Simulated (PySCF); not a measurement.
# Atomic calculation for Bi⁵⁹⁺

System: Bi⁵⁹⁺, configuration 1s2 2s2 2p6 3s2 3p6 3d6, multiplicity 5.
Method: unrestricted PBE0, even-tempered 17s13p7d4f3g, spin-free X2C-1e, Gaussian nucleus (PySCF).

### Log (extracts)
```
damping factor = 0
level_shift factor = 0
DIIS = <class 'pyscf.scf.diis.CDIIS'>
diis_start_cycle = 1
diis_space = 10
diis_damp = 0
SCF conv_tol = 1e-09
SCF conv_tol_grad = None
number electrons alpha = 14  beta = 10
XC functionals = PBE0
    C. Adamo and V. Barone.,  J. Chem. Phys. 110, 6158 (1999)
    M. Ernzerhof and G. E. Scuseria.,  J. Chem. Phys. 110, 5029 (1999)
cycle= 1 E= -18253.915949347  delta_E= -0.0158  |g|= 0.0323  |ddm|= 0.0206
cycle= 2 E= -18253.9159518336  delta_E= -2.49e-06  |g|= 0.000782  |ddm|= 0.000257
cycle= 3 E= -18253.9159518352  delta_E= -1.62e-09  |g|= 2.13e-05  |ddm|= 5.75e-06
cycle= 4 E= -18253.9159518352  delta_E= 3.64e-12  |g|= 2.16e-06  |ddm|= 2.98e-07
converged SCF energy = -18253.9159518352  <S^2> = 6.0000484  2S+1 = 5.0000194
```

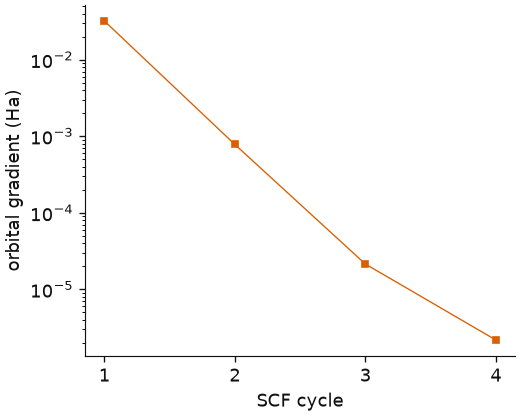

Figure 1. Convergence: orbital gradient against the SCF cycle. The residual falls at every step. It goes from 0.032 to 2.2×10⁻⁶ in 4 steps.

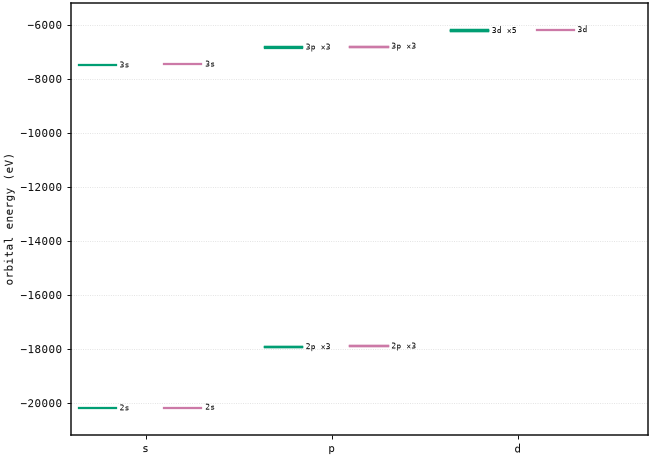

Figure 2. Orbital energies of the mean field, from the top down to −20.20 keV, by angular momentum, α spin at the left of each column and β at the right; ×n counts the orbitals under one label. The highest filled orbital is 3d β at −6186 eV, the lowest empty one d β at −6148 eV.

### Input
```python
from pyscf import gto, scf, dft, mp, cc
mol = gto.M(atom="Bi 0 0 0", charge=59, spin=4, symmetry="D2h",
            basis=gto.etbs([(0, 17, 16, 2.5), (1, 13, 21, 2.5), (2, 7, 21, 2.5), (3, 4, 80, 2.7), (4, 3, 120, 2.7)]),
            nucmod="G")
mf = dft.UKS(mol, xc="PBE0").sfx2c1e()
mf.irrep_nelec = {'Ag': (5, 3), 'B1g': (1, 1), 'B2g': (1, 0), 'B3g': (1, 0), 'B1u': (2, 2), 'B2u': (2, 2), 'B3u': (2, 2)}
mf.kernel()
```

The script is an equivalent of what the driver set up; the driver started from orbitals of its own, so the log can be shorter than this script's would be, and it computed the properties (radii, ⟨L²⟩, response) afterwards. It held the occupations shell by shell, which the script's counts by irreducible representation don't always enforce.

### Results in brief

| quantity | value |
| --- | --- |
| outcome | converged |
| total energy | −18253.9160 hartree |
| ⟨S²⟩ | 6.000 |
| ⟨L²⟩ | 6.00 |
| SCF iterations | 4 |
| hardware | 1 CPU thread, shared host |
| CPU time | 5.1 s (integrals apart) |
